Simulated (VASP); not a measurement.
Band structure of Ru (hcp). Method: revPBE GGA, VASP's PBE PAW potentials (set 64) (plane waves; VASP 6.6.1).

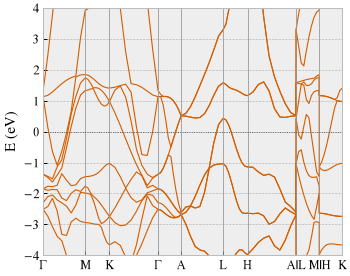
*Bands along high-symmetry lines, zero at the valence-band maximum or, without a gap, the Fermi level*

**Question.** Read the plot: is there a gap, and where are the band edges?

**Answer.** It has no gap at this level: it comes out as a metal or semimetal. (Edges off the drawn lines would not show.)

The compound is Ru in the hcp structure. It was relaxed first.
